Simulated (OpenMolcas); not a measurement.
**O2 (oxygen): UX3LYP/cc-pVQZ**

What is the vertical electron affinity of O2 (oxygen) at UX3LYP/cc-pVQZ? 

The calculation is run with OpenMolcas 26.06.

### 1 The molecule

O2: 2 atoms, total charge 0, spin state triplet. As SMILES, `O=O`. Geometry: relaxed at GFN2-xTB.

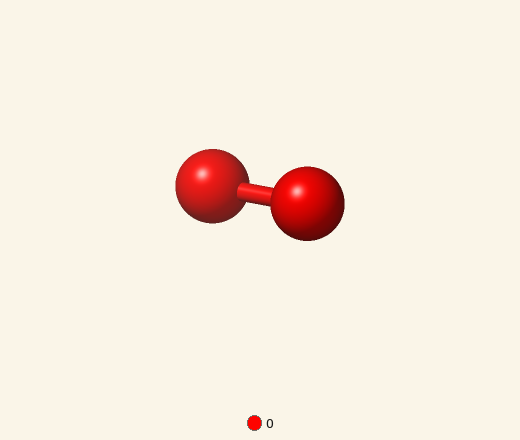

The structure, seen from a chosen angle (oxygen red).

### 2 The energy at UX3LYP/cc-pVQZ

File job.input:

```
* O2 Kohn-Sham DFT
&GATEWAY
BASLIB=$CurrDir
COORD
2
bohr
O      0.97685613    -0.31603780     0.50313958
O     -0.97685613     0.31603780    -0.50313958
BASIS=cc-pVQZ
GROUP=NoSym
&SEWARD
&SCF
UHF
SPIN=3
KSDFT=HYB_GGA_XC_X3LYP
PRORBITALS=0
```

The basis set cc-pVQZ is read from a file made from the Basis Set Exchange's data (not shown).

On the command line:

```sh
export MOLCAS_MEM=1860
pymolcas job.input > job.log
```

What it wrote:

```text
--- Start Module: gateway ---

                                              &GATEWAY

                       available to each process: 1.9 GB of memory, 1 thread

 Basis Set     1 Label: O.CC-PVQZ
 Basis set is read from library:.
 basistype.tbl is not found

++    Symmetry information:
      ---------------------

                    Character Table for C1

                             E
                    a        1  x, y, xy, Rz, z, xz, Ry, yz, Rx, I
--

++    Basis set information:
      ----------------------

      Basis set label: O.CC-PVQZ.........

      Electronic valence basis set:
      ------------------
      Associated Effective Charge   8.000000 au
      Associated Actual Charge      8.000000 au
      Nuclear Model: Point charge

      Shell  nPrim  nBasis  Cartesian Spherical Contaminant
         s      12       5        X
         p       6       4        X
         d       3       3                 X
         f       2       2                 X
         g       1       1                 X
--

++    Molecular structure info:
      -------------------------

                    ************************************************
                    **** Cartesian Coordinates / bohr, angstrom ****
                    ************************************************

[... 55 lines left out ...]
      Nuclear repulsion energy =   27.98763043
[... 63 lines left out ...]
++ Convergence information
                               UHF [...]      iterations: Energy and convergence statistics
[... 20 lines left out ...]
       Convergence after  11 Iterations
[... 3 lines left out ...]
 *                                             SCF/KS-DFT Program, Final results                                             *
 *                                                       Final Results                                                       *
[... 37 lines left out ...]
      Title: Natural orbitals
[... 45 lines left out ...]
          Orbital           61        62        63        64        65        66        67        68        69        70
          Energy           35.8202    8.8226   10.6312    3.2568    3.6069    3.7463    5.0757    9.7187    3.9380   10.8680
          Occ. No.          0.0000    0.0000    0.0000    0.0000    0.0000    0.0000    0.0000    0.0000    0.0000    0.0000

[... 109 lines of this table left out ...]
      110 O2     5g4+       0.0038    0.0586    0.0862    0.0038    0.0094    0.0087    0.0073   -0.0121   -0.0021   -0.0115

          Orbital           71        72        73
          Energy           10.7541   13.9936   10.9150
          Occ. No.          0.0000    0.0000    0.0000

[... 109 lines of this table left out ...]
      110 O2     5g4+       0.0095    0.4384    0.0432
--

++    Molecular properties:
      ---------------------

      Charge (e):
                      =   -0.0000
      Dipole Moment (debye):
      Origin of the operator (angstrom)=    0.0000    0.0000    0.0000
                   X=  1.3515E-10               Y= -4.3714E-11               Z=  6.9607E-11           Total=  1.5818E-10
      Quadrupole Moment (debye*angstrom):
      Origin of the operator (angstrom)=    0.0000    0.0000    0.0000
                  XX= -1.0367E+01              XY=  1.1593E-01              XZ= -1.8456E-01              YY= -1.0046E+01
                  YZ=  5.9710E-02              ZZ= -1.0103E+01
      In traceless form (debye*angstrom)
                  XX= -2.9204E-01              XY=  1.7389E-01              XZ= -2.7684E-01              YY=  1.8919E-01
                  YZ=  8.9565E-02              ZZ=  1.0286E-01
--

--- Stop Module: scf /rc=_RC_ALL_IS_WELL_ ---
--- Module scf spent 10 seconds ---

.##################.
.# Happy landing! #.
.##################.

    Timing: Wall=14.28 User=11.27 System=2.96
```

Run time: 15 s. Hardware: 1 thread of Intel Xeon Platinum 8488C (Sapphire Rapids), shared host; peak memory 0.65 GiB.

### 3 The doublet anion, same level

File job.inp:

```
&GATEWAY
BasLib=$CurrDir
Coord
2
bohr
O      0.97685613    -0.31603780     0.50313958
O     -0.97685613     0.31603780    -0.50313958
Basis=cc-pVQZ
Group=NoSym
&SEWARD
&SCF
UHF
Charge=-1
Spin=2
KSDFT=HYB_GGA_XC_X3LYP
PrOrbitals=0
```

The basis set cc-pVQZ is read from a file made from the Basis Set Exchange's data (not shown).

On the command line:

```sh
export MOLCAS_MEM=1860
pymolcas job.inp > job.log
```

What it wrote (excerpt; [...] marks lines left out):

```text
--- Start Module: gateway ---
[...]
       Convergence after  21 Iterations
[...]
      Dipole Moment (debye):
      Origin of the operator (angstrom)=    0.0000    0.0000    0.0000
                   X=  3.5637E-11               Y= -1.1511E-11               Z=  1.8237E-11           Total=  4.1655E-11
      Center of Charge (angstrom)
[...]
--- Stop Module: scf /rc=_RC_ALL_IS_WELL_ ---
[...]
```

It took 23 s on 1 thread of Intel Xeon Platinum 8488C (Sapphire Rapids), shared host; peak memory 0.65 GiB.

### 4 What came out

Level: UX3LYP/cc-pVQZ.

| quantity | value |
| --- | --- |
| triplet O2: total energy | -150.34518 Eh |
| triplet O2: dipole moment | 0.00 D |
| triplet O2: HOMO energy (highest over α and β) | -8.77 eV |
| triplet O2: LUMO energy (lowest over α and β) | -3.20 eV |
| triplet O2: ⟨S²⟩ | 2.010 |
| doublet anion: total energy | -150.33050 Eh |
| doublet anion: HOMO energy (highest over α and β) | 3.90 eV |
| doublet anion: LUMO energy (lowest over α and β) | 7.09 eV |
| doublet anion: ⟨S²⟩ | 0.754 |
| vertical electron affinity (to the doublet anion) | -0.399 eV |

What this shows: The anion lies 0.40 eV (38.5 kJ/mol) above the neutral: the electron isn't bound at this level, and such a value depends on the basis. Without diffuse functions anions come out too high. The HOMO of this anion lies above zero, so its frontier levels hang on the basis. The HOMO (doublet anion) lies at positive energy, 3.90 eV: either the electron is unbound or self-interaction and a compact basis push the level up; values depend on the basis.
